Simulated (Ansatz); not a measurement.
# LiNiSnS4, from a guessed structure to a relaxed one

This structure for LiNiSnS4 is made up. Its elements were placed in a known structure type with a cell scaled to their sizes. What cell does the guess relax to, and how far off was it?

Calculated with Ansatz 0.2.0; DFT, PBE, plane-wave PAW, files of the set soft_1, scalar-relativistic, ferromagnetic start, cell and ions relaxed at zero pressure; PAW set soft_1, in the first sound run; inputs show where later runs differ.

### Step 1. The structure

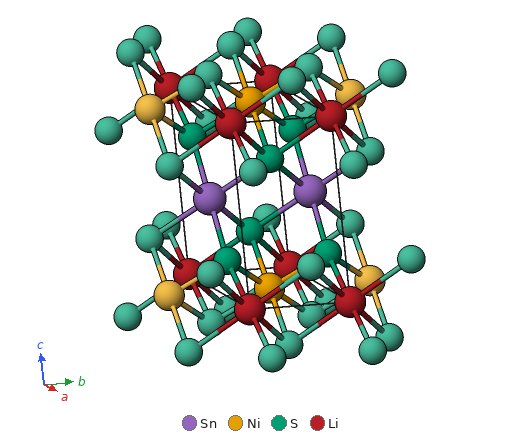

The cell as given, slightly off an axis (tin purple, nickel orange, sulfur teal, lithium red). Some periodic images of atoms are drawn too.

### Step 2. Relaxing cell and atoms

The guess takes its coordinates from another compound and its volume from a rule, so the cell and any free coordinates are relaxed together.

File input.yaml:

```yaml
crystal:
  lattice:
    - [6.268, 0.0, 0.0]
    - [0.0, 3.685, 0.0]
    - [-1.965789794, 0.0, 6.181976988]
  atoms:
    - { symbol: Sn, position: [0.5, 0.0, 0.5] }
    - { symbol: Ni, position: [0.5, 0.5, 0.0], spin: 1.0 }
    - { symbol: S, position: [0.6948, 0.0, 0.2039] }
    - { symbol: S, position: [0.7396, 0.5, 0.7407] }
    - { symbol: S, position: [0.2604, 0.5, 0.2593] }
    - { symbol: S, position: [0.3052, 0.0, 0.7961] }
    - { symbol: Li, position: [0.0, 0.0, 0.0] }
magnetization:
  spin_polarized: true
kpoints:
  mp_grid: { grid: [5, 7, 5] }
scf:
  occupations: { method: fermi_dirac, width: 0.05 }
hamiltonian:
  xc: pbe
  pseudopotentials: { kind: paw, azcp: { folder: soft_1 } }
relax:
  f_tol: 0.015
  max_steps: 70
  cell: {}
output:
  forces: true
  stress: true
```

Run with:

```bash
> ansatz run input.yaml --threads 4 --pin off --max-ram 10240MiB --backend cpu --events-out ev --progress --plain --runs-dir out
```

Numbers of over 12 decimals in the logs are rounded to 6 here.

Output:

```text
Engine: ansatz 0.2.0, aarch64-unknown-linux-gnu
Pseudopotentials: kind: paw
Pseudopotential: Sn, paw, valence charge 14, recommended cutoff 420 eV (normal), soft_1/Sn.paw.azcp
Pseudopotential: Ni, paw, valence charge 18, recommended cutoff 420 eV (normal), soft_1/Ni.paw.azcp
Pseudopotential: S, paw, valence charge 6, recommended cutoff 420 eV (normal), soft_1/S.paw.azcp
Pseudopotential: Li, paw, valence charge 3, recommended cutoff 420 eV (normal), soft_1/Li.paw.azcp
Functional definition: PBE
  parameter kappa = 0.804
  parameter beta = 0.066725
  exchange = pbe_x(kappa = kappa, mu = beta*pi^2/3)
  correlation = pbe_c(beta = beta)
Crystal: 7 atoms, lattice volume = 142.789 Å³
Basis set: ecut = 420 eV, 2791 PW (Γ), exchange–correlation on 90×50×90 points (8 copies of the dense FFT grid, shifted against one another)
Bands: 37, of which v1, the nominal top of the filled ones, is band 30 counted from 1 (29 counted from 0)
Symmetry: 4 space group operations
Space group: P2/m (ITA 10), of the structure as read, at distance tolerance 5.2e-5 Å
Magnetic group: BNS 10.42 (UNI 49), of the structure as read, at distance tolerance 5.2e-5 Å
k-points: 52 of 175
Non-local potential: Sn, projectors of the file, l = 0: 2, l = 1: 2, l = 2: 2, l = 3: 1
Non-local potential: Ni, projectors of the file, l = 0: 3, l = 1: 2, l = 2: 3, l = 3: 1
Non-local potential: S, projectors of the file, l = 0: 2, l = 1: 2, l = 2: 1
Non-local potential: Li, projectors of the file, l = 0: 3, l = 1: 2, l = 2: 1
PAW form: soft (Blöchl's): semilocal exchange-correlation on the pseudo side does not see the compensation charge
PAW one-centre angular grid: Sn, 590 points (default); XC on 64 Gauss nodes
PAW one-centre angular grid: Ni, 590 points (default); XC on 64 Gauss nodes
PAW one-centre angular grid: S, 110 points (default); XC on 64 Gauss nodes
PAW one-centre angular grid: Li, 110 points (default); XC on 96 Gauss nodes
Initial density: superposition of atomic densities (chi_scale 0.1, normalization cell, long waves kept (reshape's long-wave potential 0.05 eV rms))
Starting moments: Σ|m| = 1 μB on 1 of 7 sites
Initial wavefunctions: pseudopotential atomic-orbital guess
Functional: x = pbe(κ = 0.804, μ = 0.219515), c = pbe(β = 0.066725)
SCF iter   1: F=—  HF=-15679.530663 eV  |F-HF|=—  |Δ(HF+E_count)|=         —  Δρ=5.30e-2 (↑3.73e-2 ↓5.30e-2)  dr2=1.09e1  dr2_m=1.60e-1  M=0.924 μB ∫|m|=1.025 μB  β_m=0.30  ethr=3.10e-3  ⟨swp⟩=8.0  Hψ=18280  notcnv=0  defer=35
Mixer restart at iter 1: flushing history
preconditioner: auto → Kerker (q_TF=auto, 2.355 Å⁻¹)  [metal: Δε(μ)=0.027 eV  Ē_g=11.892 eV  σ=0.050 eV  W_gap=0.13  n_scr=30 (ndim 8)  ℏωp=21.8 eV  f_vac=0.040  D(μ)=1.12/eV (n_scr^D=4)]
spin=Collinear: Kerker preconditioning applied to the charge; magnetization (m = ρ↑ − ρ↓) channel mixes plain (no charge-response kernel on spin).
SCF iter   2: F=—  HF=-15680.379085 eV  |F-HF|=—  |Δ(HF+E_count)|=   8.48e-1  Δρ=1.74e-2 (↑1.44e-2 ↓1.74e-2)  dr2=1.98e0  dr2_m=6.73e-2  M=0.981 μB ∫|m|=1.077 μB  β_m=0.33  ethr=3.10e-3  ⟨swp⟩=3.5  Hψ=8876  notcnv=0  defer=128
SCF iter   3: F=—  HF=-15680.267212 eV  |F-HF|=—  |Δ(HF+E_count)|=   1.12e-1  Δρ=1.45e-2 (↑9.58e-3 ↓1.45e-2)  dr2=1.54e0  dr2_m=3.62e-2  M=0.969 μB ∫|m|=1.061 μB  β_m=0.47  ethr=3.10e-3  ⟨swp⟩=2.0  Hψ=5062  notcnv=0  defer=122
SCF iter   4: F=—  HF=-15680.194534 eV  |F-HF|=—  |Δ(HF+E_count)|=   7.27e-2  Δρ=8.02e-3 (↑8.02e-3 ↓5.26e-3)  dr2=1.95e-1  dr2_m=4.33e-3  M=0.964 μB ∫|m|=1.061 μB  β_m=0.74  ethr=2.62e-3  ⟨swp⟩=3.0  Hψ=6038  notcnv=0  defer=125
SCF iter   5: F=—  HF=-15680.227177 eV  |F-HF|=—  |Δ(HF+E_count)|=         —  Δρ=1.52e-3 (↑1.08e-3 ↓1.52e-3)  dr2=1.93e-2  dr2_m=5.76e-4  M=0.960 μB ∫|m|=1.051 μB  β_m=0.74  ethr=3.30e-4  ⟨swp⟩=2.7  Hψ=7582  notcnv=0  defer=129
Mixer restart at iter 5: flushing history
SCF iter   6: F=—  HF=-15680.230273 eV  |F-HF|=—  |Δ(HF+E_count)|=   3.10e-3  Δρ=1.31e-3 (↑1.31e-3 ↓1.12e-3)  dr2=1.32e-2  dr2_m=2.91e-5  M=0.960 μB ∫|m|=1.050 μB  β_m=0.87  ethr=3.28e-5  ⟨swp⟩=2.0  Hψ=5122  notcnv=0  defer=129
SCF iter   7: F=—  HF=-15680.232170 eV  |F-HF|=—  |Δ(HF+E_count)|=   1.90e-3  Δρ=2.01e-3 (↑1.45e-3 ↓2.01e-3)  dr2=1.45e-2  dr2_m=1.40e-4  M=0.964 μB ∫|m|=1.054 μB  β_m=0.60  ethr=2.24e-5  ⟨swp⟩=2.0  Hψ=7495  notcnv=0  defer=129
SCF iter   8: F=—  HF=-15680.231333 eV  |F-HF|=—  |Δ(HF+E_count)|=   8.36e-4  Δρ=8.07e-4 (↑5.87e-4 ↓8.07e-4)  dr2=4.16e-3  dr2_m=2.66e-5  M=0.962 μB ∫|m|=1.052 μB  β_m=0.71  ethr=2.24e-5  ⟨swp⟩=2.0  Hψ=7566  notcnv=0  defer=128
SCF iter   9: F=—  HF=-15680.231615 eV  |F-HF|=—  |Δ(HF+E_count)|=   2.81e-4  Δρ=3.31e-4 (↑2.99e-4 ↓3.31e-4)  dr2=5.87e-4  dr2_m=6.23e-7  M=0.964 μB ∫|m|=1.054 μB  β_m=0.85  ethr=7.04e-6  ⟨swp⟩=2.0  Hψ=5541  notcnv=0  defer=127
SCF iter  10: F=—  HF=-15680.231744 eV  |F-HF|=—  |Δ(HF+E_count)|=   1.29e-4  Δρ=1.16e-4 (↑8.36e-5 ↓1.16e-4)  dr2=8.07e-5  dr2_m=6.42e-7  M=0.964 μB ∫|m|=1.054 μB  β_m=0.86  ethr=9.95e-7  ⟨swp⟩=2.2  Hψ=5196  notcnv=0  defer=127
SCF iter  11: F=—  HF=-15680.231740 eV  |F-HF|=—  |Δ(HF+E_count)|=   4.24e-6  Δρ=4.23e-5 (↑3.49e-5 ↓4.23e-5)  dr2=1.07e-5  dr2_m=1.35e-7  M=0.964 μB ∫|m|=1.054 μB  β_m=0.93  ethr=1.37e-7  ⟨swp⟩=2.1  Hψ=5605  notcnv=0  defer=127
SCF iter  12: F=—  HF=-15680.231746 eV  |F-HF|=—  |Δ(HF+E_count)|=   6.91e-6  Δρ=1.49e-5 (↑9.83e-6 ↓1.49e-5)  dr2=1.19e-6  dr2_m=4.99e-8  M=0.964 μB ∫|m|=1.054 μB  β_m=0.96  ethr=1.82e-8  ⟨swp⟩=2.0  Hψ=5507  notcnv=0  defer=127
SCF iter  13: F=—  HF=-15680.231747 eV  |F-HF|=—  |Δ(HF+E_count)|=   7.41e-7  Δρ=6.18e-6 (↑6.18e-6 ↓5.88e-6)  dr2=3.25e-7  dr2_m=8.92e-10  M=0.964 μB ∫|m|=1.054 μB  β_m=0.98  ethr=2.02e-9  ⟨swp⟩=2.0  Hψ=5825  notcnv=0  defer=127
SCF iter  14: F=—  HF=-15680.231747 eV  |F-HF|=—  |Δ(HF+E_count)|=   6.72e-8  Δρ=4.75e-6 (↑2.62e-6 ↓4.75e-6)  dr2=7.38e-8  dr2_m=3.03e-9  M=0.964 μB ∫|m|=1.054 μB  β_m=0.99  ethr=5.50e-10  ⟨swp⟩=2.1  Hψ=5249  notcnv=0  defer=127
SCF iter  15: F=-15680.231747 eV  HF=-15680.231747 eV  |F-HF|=3.25e-9  |Δ(HF+E_count)|=   2.50e-8  Δρ=9.14e-7 (↑9.14e-7 ↓8.20e-7)  dr2=9.07e-9  dr2_m=1.28e-10  M=0.964 μB ∫|m|=1.054 μB  ethr=1.25e-10  ⟨swp⟩=2.9  Hψ=13122  notcnv=0
SCF 1 converged in 15 iterations: F = -15680.231747 eV  dr2 = 9.07e-9
  greatest PAW one-centre occupation: 1.001 electrons in one spin orbital (limit 2), on the Ni atom at site 1 (counted from 0), in its partial waves of l = 1
[...]
Initial wavefunctions: pseudopotential atomic-orbital guess (no wavefunctions were taken with the density)
iter 1 solved again at ethr=1.45e-6 eV; its pass at ethr=3.10e-3 eV (dr2=8.53e-4 eV) is discarded
SCF iter   1: F=—  HF=-15680.463194 eV  |F-HF|=—  |Δ(HF+E_count)|=         —  Δρ=1.98e-4 (↑1.74e-4 ↓1.98e-4)  dr2=2.57e-5  dr2_m=6.13e-7  M=0.832 μB ∫|m|=0.880 μB  β_m=0.65  ethr=1.45e-6  ⟨swp⟩=3.7  Hψ=29832  notcnv=0
preconditioner: auto → Kerker (q_TF=auto, 2.155 Å⁻¹)  [metal: Δε(μ)=0.011 eV  Ē_g=12.135 eV  σ=0.050 eV  W_gap=0.05  n_scr=30 (ndim 8)  ℏωp=22.1 eV  f_vac=0.078  D(μ)=2.91/eV (n_scr^D=10)]
spin=Collinear: Kerker preconditioning applied to the charge; magnetization (m = ρ↑ − ρ↓) channel mixes plain (no charge-response kernel on spin).
SCF iter   2: F=—  HF=-15680.466562 eV  |F-HF|=—  |Δ(HF+E_count)|=   3.37e-3  Δρ=6.52e-5 (↑6.52e-5 ↓6.43e-5)  dr2=1.00e-6  dr2_m=4.36e-7  M=0.832 μB ∫|m|=0.880 μB  β_m=0.54  ethr=4.36e-8  ⟨swp⟩=2.0  Hψ=5924  notcnv=0
SCF iter   3: F=—  HF=-15680.466961 eV  |F-HF|=—  |Δ(HF+E_count)|=   3.99e-4  Δρ=3.75e-5 (↑2.99e-5 ↓3.75e-5)  dr2=1.36e-6  dr2_m=5.32e-8  M=0.832 μB ∫|m|=0.880 μB  β_m=0.54  ethr=1.70e-9  ⟨swp⟩=2.2  Hψ=7062  notcnv=0
SCF iter   4: F=—  HF=-15680.467064 eV  |F-HF|=—  |Δ(HF+E_count)|=   1.03e-4  Δρ=1.57e-5 (↑1.57e-5 ↓1.33e-5)  dr2=7.12e-7  dr2_m=4.88e-9  M=0.833 μB ∫|m|=0.880 μB  β_m=0.61  ethr=1.70e-9  ⟨swp⟩=2.0  Hψ=6920  notcnv=0
SCF iter   5: F=—  HF=-15680.467068 eV  |F-HF|=—  |Δ(HF+E_count)|=   4.91e-6  Δρ=1.59e-5 (↑1.20e-5 ↓1.59e-5)  dr2=8.98e-7  dr2_m=5.70e-9  M=0.833 μB ∫|m|=0.880 μB  β_m=0.80  ethr=1.21e-9  ⟨swp⟩=2.0  Hψ=4293  notcnv=0
SCF iter   6: F=—  HF=-15680.467070 eV  |F-HF|=—  |Δ(HF+E_count)|=   1.62e-6  Δρ=1.28e-5 (↑4.17e-6 ↓1.28e-5)  dr2=3.82e-7  dr2_m=2.54e-8  M=0.832 μB ∫|m|=0.880 μB  β_m=0.90  ethr=1.21e-9  ⟨swp⟩=2.0  Hψ=5256  notcnv=0
SCF iter   7: F=—  HF=-15680.467071 eV  |F-HF|=—  |Δ(HF+E_count)|=   3.86e-7  Δρ=3.29e-6 (↑1.61e-6 ↓3.29e-6)  dr2=3.93e-9  dr2_m=7.37e-9  M=0.832 μB ∫|m|=0.880 μB  β_m=0.95  ethr=6.48e-10  ⟨swp⟩=2.7  Hψ=7260  notcnv=0
SCF iter   8: F=—  HF=-15680.467071 eV  |F-HF|=—  |Δ(HF+E_count)|=   7.69e-9  Δρ=5.84e-7 (↑3.06e-7 ↓5.84e-7)  dr2=7.32e-10  dr2_m=5.92e-11  M=0.832 μB ∫|m|=0.880 μB  β_m=0.98  ethr=6.66e-12  ⟨swp⟩=2.9  Hψ=7807  notcnv=0
SCF iter   9: F=—  HF=-15680.467043 eV  |F-HF|=—  |Δ(HF+E_count)|=   2.79e-5  Δρ=1.27e-6 (↑1.27e-6 ↓1.16e-6)  dr2=8.48e-9  dr2_m=3.00e-10  M=0.832 μB ∫|m|=0.880 μB  β_m=0.98  ethr=1.24e-12  ⟨swp⟩=4.3  Hψ=11023  notcnv=0
SCF iter  10: F=—  HF=-15680.467043 eV  |F-HF|=—  |Δ(HF+E_count)|=   6.20e-9  Δρ=1.21e-6 (↑1.21e-6 ↓1.18e-6)  dr2=8.01e-9  dr2_m=2.93e-10  M=0.832 μB ∫|m|=0.880 μB  β_m=0.99  ethr=1.24e-12  ⟨swp⟩=2.1  Hψ=5542  notcnv=0
SCF iter  11: F=—  HF=-15680.467043 eV  |F-HF|=—  |Δ(HF+E_count)|=   1.62e-8  Δρ=1.06e-6 (↑1.06e-6 ↓9.64e-7)  dr2=6.09e-9  dr2_m=1.90e-10  M=0.832 μB ∫|m|=0.880 μB  β_m=0.99  ethr=1.24e-12  ⟨swp⟩=2.0  Hψ=5729  notcnv=0
SCF iter  12: F=—  HF=-15680.467043 eV  |F-HF|=—  |Δ(HF+E_count)|=   3.55e-8  Δρ=6.46e-7 (↑6.46e-7 ↓5.53e-7)  dr2=2.20e-9  dr2_m=6.97e-11  M=0.832 μB ∫|m|=0.880 μB  β_m=1.00  ethr=1.24e-12  ⟨swp⟩=2.5  Hψ=6584  notcnv=0
SCF iter  13: F=—  HF=-15680.467043 eV  |F-HF|=—  |Δ(HF+E_count)|=   1.39e-8  Δρ=4.51e-7 (↑3.06e-7 ↓4.51e-7)  dr2=7.41e-10  dr2_m=2.29e-11  M=0.832 μB ∫|m|=0.880 μB  β_m=0.98  ethr=1.24e-12  ⟨swp⟩=2.6  Hψ=7564  notcnv=0
SCF iter  14: F=—  HF=-15680.467043 eV  |F-HF|=—  |Δ(HF+E_count)|=   1.70e-9  Δρ=1.76e-7 (↑1.76e-7 ↓1.68e-7)  dr2=1.63e-10  dr2_m=6.22e-12  M=0.832 μB ∫|m|=0.880 μB  β_m=0.99  ethr=1.24e-12  ⟨swp⟩=2.0  Hψ=6243  notcnv=0
SCF iter  15: F=—  HF=-15680.467043 eV  |F-HF|=—  |Δ(HF+E_count)|=   1.19e-9  Δρ=1.62e-7 (↑1.15e-7 ↓1.62e-7)  dr2=1.02e-10  dr2_m=1.54e-12  M=0.832 μB ∫|m|=0.880 μB  β_m=1.00  ethr=1.00e-12  ⟨swp⟩=2.0  Hψ=5474  notcnv=0
SCF iter  16: F=—  HF=-15680.467043 eV  |F-HF|=—  |Δ(HF+E_count)|=  1.60e-10  Δρ=1.60e-7 (↑9.98e-8 ↓1.60e-7)  dr2=8.03e-11  dr2_m=1.22e-12  M=0.832 μB ∫|m|=0.880 μB  β_m=1.00  ethr=1.00e-12  ⟨swp⟩=5.0  Hψ=13109  notcnv=0
SCF iter  17: F=-15680.467043 eV  HF=-15680.467043 eV  |F-HF|=0.00e0  |Δ(HF+E_count)|=  3.64e-12  Δρ=1.54e-8 (↑1.31e-8 ↓1.54e-8)  dr2=1.12e-12  dr2_m=4.13e-15  M=0.832 μB ∫|m|=0.880 μB  ethr=1.00e-12  ⟨swp⟩=4.0  Hψ=9735  notcnv=0
SCF 14 converged in 17 iterations: F = -15680.467043 eV  dr2 = 1.12e-12
relax step  14: F+E_penalty+E_count = -15680.46704267 eV  Δ(F+E_penalty+E_count) = +3.723e-4 eV  max|allowed force component| = 2.781e-3 eV/Å  Δτ_max = 0.0000 Å  P = +0.013 GPa  Ω = 138.815 Å³  stress off target by 2.58e-2 GPa  SCF on the basis re-selected at this cell (its energy is not comparable with the rows above)  (17 SCF iters)
basis re-selected at this cell: Δ(F+E_penalty+E_count) = +3.723e-4 eV, ΔP = +0.006 GPa vs the last step (what re-selecting the basis moved, of the pressure what is left beyond the Pulay correction that the steps carried, after the strain that the cell walked since its last selection, with what the two solves' SCF thresholds leave and, on support functions, any second-order correction that the steps lacked; it is no m [...]
SCF converged after 17 iterations
Magnetization: 0.8320 μB (29.9160 up, 29.0840 down)
Absolute magnetization: 0.8790 μB (∫|ρ↑−ρ↓|, with the PAW one-centre terms)
Spin contamination: 0.0176 ħ² per cell (⟨S²⟩ above its minimum at these occupations)
Per-site moments (μB) at R_I (Å): [(0.00680322, 1.048124), (0.488658, 0.952386), (0.085561, 0.982796), (0.010434, 0.952386), (0.010434, 0.952386), (0.085561, 0.982796), (0.00380949, 1.054604)]
Free energy (F): -15680.467043 eV
Harris-Foulkes:  -15680.467043 eV  (|F-HF|=0.00e0)
Internal energy: -15680.442253 eV  (E = F + TS)
E sigma→0 (E₀):  -15680.454648 eV
Entropy (-TS):   -0.024789 eV (-3.541 meV/atom)
Fermi energy:    7.019138 eV
--- Per-component energies (eV) ---
  E_band       = -701.691094
  E_kinetic    = 943.064761
  E_local      = -7852.207675  (includes V_loc(G=0)·N_el)
  E_nonlocal   = 144.428694
  E_hartree    = 3802.068907
  E_xc         = -601.694025
  E_vxc        = -566.274095  (∫ρ·V_xc dr)
  E_paw        = -8482.904670  (= ΣΔE_a)
  E_vpaw       = -974.841979  (= ΣTr[D̂ρ^β])
  E_aug_tail   = 0.001446  (compensation charges beyond the density's cutoff)
  E_ewald      = -3633.199691
  E_smearing   = -0.024789  (= −TS)
  E_closure    = 0.000000  (closes the sum)
  Σ components = -15680.467043   (vs F -15680.467043, Δ=0.00e0)
--- Forces (eV/Å), atoms counted from 1 ---
  atom   1  Sn     0.00000000     0.00000000     0.00000000
  atom   2  Ni     0.00000000     0.00000000     0.00000000
  atom   3  S      0.00044698    -0.00000000    -0.00029582
  atom   4  S     -0.00278060    -0.00000000    -0.00184445
  atom   5  S      0.00278060     0.00000000     0.00184445
  atom   6  S     -0.00044698     0.00000000     0.00029582
  atom   7  Li     0.00000000     0.00000000    -0.00000000
  max |Σ_I F_I| component: 3.79e-19 eV/Å
--- Stress (GPa, compression-positive) ---
        0.002753       0.000000       0.002709
        0.000000       0.025827      -0.000000
        0.002709      -0.000000       0.009667
  P = ⅓ Tr σ = 0.0127 GPa (0.127 kbar)
--- Relaxed structure (13 steps of the walk, 12 accepted, 1 SCFs on fresh bases) ---
  F+E_penalty+E_count = -15680.46704267 eV   max|allowed force component| = 2.781e-3 eV/Å   (the final SCF, on the basis selected at the relaxed cell)
  cell:  # Å, volume = 138.8148 Å³
    - [6.507124, 0.0, 0.198171]
    - [0.0, 3.598365, 0.0]
    - [-1.845333, 0.0, 5.872255]
  atoms:
    - { symbol: Sn, position: [0.5, 0.0, 0.500000] }
    - { symbol: Ni, position: [0.5, 0.5, 0.0] }
    - { symbol: S, position: [0.705203, 0.0, 0.202715] }
    - { symbol: S, position: [0.724334, 0.5, 0.766683] }
    - { symbol: S, position: [0.275666, 0.5, 0.233317] }
    - { symbol: S, position: [0.294797, 0.0, 0.797285] }
    - { symbol: Li, position: [-1.0759158949106913e-19, 0.0, 5.236379755660835e-19] }
```

Run time: 3 min. Hardware: 4 threads of Arm Neoverse V1, shared host; peak memory 0.74 GiB.

The steps of the relaxation:

| step | energy less that of the first step (eV) | largest force component (eV/Å) | pressure (GPa) | volume (Å³) |
| --- | --- | --- | --- | --- |
| 1 | 0.0000 | 0.5527 | -2.72 | 142.79 |
| 2 | -0.1436 | 0.5610 | -1.01 | 136.15 |
| 3 | -0.2124 | 0.0375 | 0.06 | 137.65 |
| 4 | -0.2147 | 0.0246 | 0.14 | 138.28 |
| 5 | -0.2156 | 0.0264 | 0.03 | 138.95 |
| 6 | -0.2167 | 0.0241 | 0.09 | 138.70 |
| 7 | -0.2159 | 0.2522 | 0.89 | 137.99 |
| 8 | -0.2225 | 0.0579 | 0.00 | 138.62 |
| 9 | -0.2338 | 0.0734 | 0.17 | 138.48 |
| 10 | -0.2352 | 0.0185 | 0.00 | 138.76 |
| 11 | -0.2355 | 0.0276 | -0.14 | 138.96 |
| 12 | -0.2356 | 0.0139 | 0.04 | 138.86 |
| 13 | -0.2357 | 0.0027 | 0.01 | 138.81 |
| 14* | -0.2353 | 0.0028 | 0.01 | 138.81 |

Relaxation steps marked * repeat the geometry before them on a plane-wave basis chosen anew for their cell, so energy and pressure can jump there. Relaxation step 7 was tried and not accepted.

The run keeps the 4 symmetry operations that it works with, so distortions that break them were not tested.

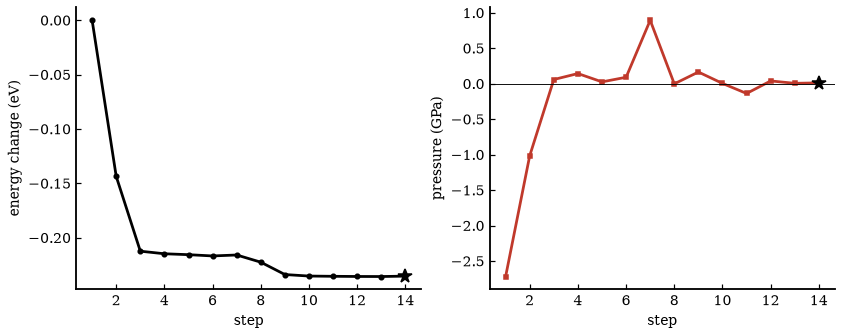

Energy and pressure along the relaxation. Stars mark steps on a basis chosen anew.

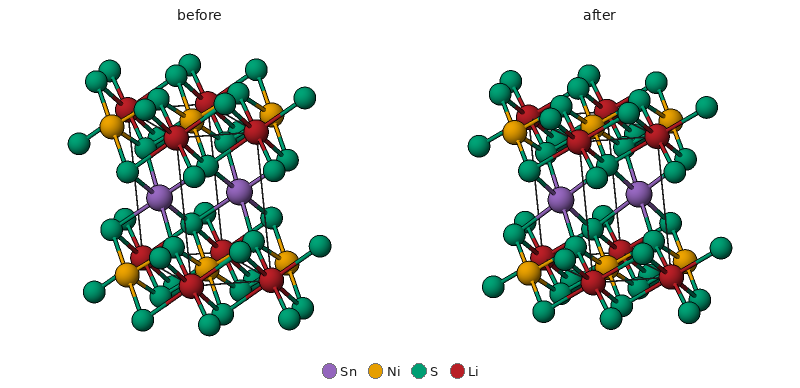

The structure before and after the relaxation, drawn at the same scale.

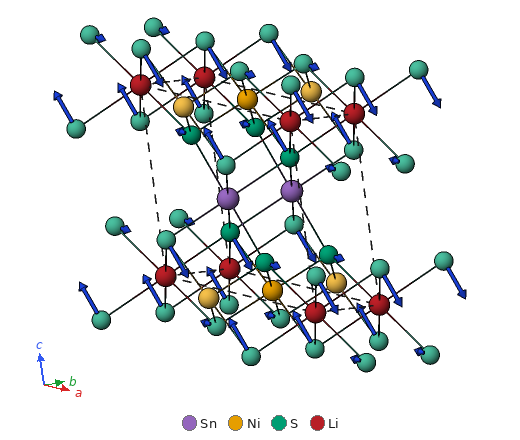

Displacements in the relaxation, exaggerated, measured against the changing cell; the longest in the cell stands for 0.21 Å. Some periodic images of atoms are drawn too.

| cell as run | before | after | change |
| --- | --- | --- | --- |
| a (Å) | 6.268 | 6.510 | +3.9 % |
| b (Å) | 3.685 | 3.598 | -2.4 % |
| c (Å) | 6.487 | 6.155 | -5.1 % |
| β (°) | 107.64 | 105.70 | -1.8 % |
| volume (Å³/atom) | 20.40 | 19.83 | -2.8 % |

The atoms that moved most (Å, as changes of fractional coordinates times the final cell):

| atom | dx | dy | dz | length |
| --- | --- | --- | --- | --- |
| S5 | 0.147 | 0.000 | -0.150 | 0.210 |
| S4 | -0.147 | 0.000 | 0.150 | 0.210 |
| S3 | 0.070 | 0.000 | -0.005 | 0.070 |
| S6 | -0.070 | 0.000 | 0.005 | 0.070 |

This step gave:

```
free energy             : -15680.4670 eV
energy at zero smearing : -15680.4546 eV
smearing term TS        : 0.02479 eV
Fermi energy            : 7.019 eV
magnetization           : 0.8320 μB
absolute magnetization  : 0.8790 μB
site moments            : 0.006803, 0.4887, 0.08556, 0.01043, 0.01043, 0.08556, 0.003809 μB
electrons               : 59
symmetry operations     : 4
pressure                : 0.01275 GPa
```

[end of part 1 of 2]

[Logs are printed without paths, hosts, clocks, repeated set-up lines and the standing remarks that a program may print on its own settings, such as how far it seeks lower states.]

[Hosts, paths, dates, database ids (printed as entryN), source tags and the programs' standing remarks are cut or masked in the printed files.]
